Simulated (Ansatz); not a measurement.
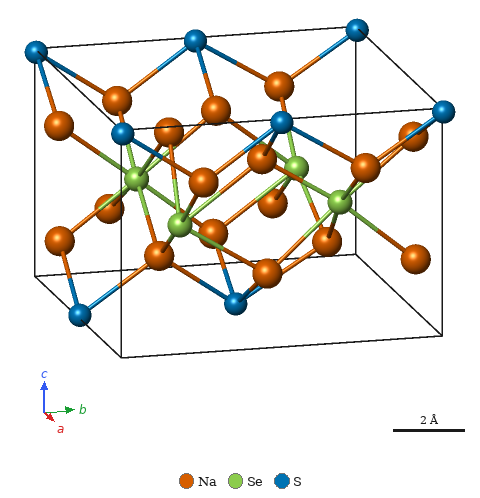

Starting frame of a dynamics run of Na4SeS with a Na vacancy (23 atoms in the cell, charge -1). It starts from the last geometry of an earlier run, with fresh velocities. The picture is a ball-and-stick view of the simulation cell, seen slightly off an axis. Bonds to atoms that aren't drawn are left out.

The calculation used Ansatz, DFT r2SCAN, scalar-relativistic, plane waves, PAW.

Input
```yaml
crystal:
  lattice:
    - [9.385066, 0.0, 0.0]
    - [0.0, 9.385066, 0.0]
    - [0.0, 0.0, 6.650507]
  atoms:
    - { symbol: Na, position: [0.25474196, 0.00707089, 0.75102373] }
    - { symbol: Na, position: [0.00635295, 0.23036118, 0.27618971] }
    - { symbol: Na, position: [0.26682063, 0.00572893, 0.24930194] }
    - { symbol: Na, position: [0.00195269, 0.25603033, 0.74614626] }
    - { symbol: Se, position: [0.24486474, 0.25118913, 0.49076085] }
    - { symbol: S, position: [0.00399144, 0.0034389, -0.01537692] }
    - { symbol: Na, position: [0.27279557, 0.49120422, 0.77726427] }
    - { symbol: Na, position: [0.00715585, 0.73921921, 0.25183325] }
    - { symbol: Na, position: [0.23665372, 0.49197596, 0.22408034] }
    - { symbol: Na, position: [0.00361618, 0.76065328, 0.76172599] }
    - { symbol: Se, position: [0.25012474, 0.74821595, 0.491851] }
    - { symbol: S, position: [0.00370993, 0.49921409, -0.01337828] }
    - { symbol: Na, position: [0.75668317, -0.02403404, 0.78983541] }
    - { symbol: Na, position: [0.51886764, 0.24773039, 0.25182357] }
    - { symbol: Na, position: [0.75249005, -0.01582084, 0.24942944] }
    - { symbol: Na, position: [0.52911053, 0.27558988, 0.79487781] }
    - { symbol: Se, position: [0.74763136, 0.25081792, 0.46894122] }
    - { symbol: S, position: [0.50424917, 0.00441178, 0.00915257] }
    - { symbol: Na, position: [0.73984502, 0.50865567, 0.73029558] }
    - { symbol: Na, position: [0.49274429, 0.77812167, 0.25289351] }
    - { symbol: Na, position: [0.74060583, 0.52507952, 0.22682436] }
    - { symbol: Se, position: [0.75375129, 0.74785199, 0.52339603] }
    - { symbol: S, position: [0.50478013, 0.48998583, 0.01264985] }
total_charge: -1
basis:
  ecutwfc: 150.0
kpoints:
  mp_grid: { grid: [1, 1, 2] }
hamiltonian:
  xc: r2scan
scf:
  occupations: { method: fermi_dirac, width: 0.05 }
  lower_state_search: "off"
md:
  timestep: 2
  n_steps: 160
  ensemble: nve
  temperature: 650.0
  initial_velocities: maxwell_boltzmann
  seed: 588526
```

Launched with:
```bash
ansatz run input.yaml --threads 2 --pin off --max-ram 5120MiB --backend cpu --events-out ev --progress --plain --runs-dir out
```

What does the trajectory do?

The mean temperature in the second half is 513 K (standard deviation 65 K). The potential energy in the second half lies on average 16.9 meV per atom above the first frame. In the second half of the run the atoms are, in the root-mean-square, this far from where they began (common drift taken out): Na 0.45 Å, Se 0.40 Å, S 0.25 Å. That is small against the typical shortest distance between atoms in the first frame, about 2.7 Å: the atoms vibrate about their sites and the arrangement holds. The plane-wave cutoff is below what these potentials need, so energies and forces are off.

Along the run (each row but the first and the last is the mean over the interval that it begins):

| time (fs) | potential energy (meV/atom) | T (K) |
| --- | --- | --- |
| 0.0 | 0.0 | 650 |
| 52.0 | 21.0 | 480 |
| 104.0 | 9.9 | 570 |
| 156.0 | 17.5 | 508 |
| 208.0 | 12.2 | 551 |
| 260.0 | 20.9 | 481 |
| 312.0 | 28.3 | 421 |

The paths of the atoms:

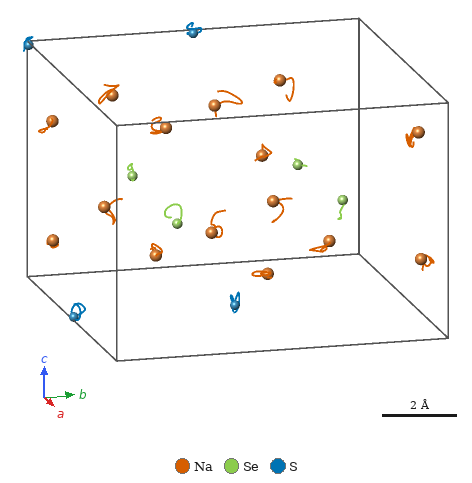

Limits of the set-up: the cutoff lies below the recommended one; the periodic images lie only 6.7 Å apart, so the values are limited by the cell's size; the cell is charged, on a uniform background, and energies carry no finite-size correction.
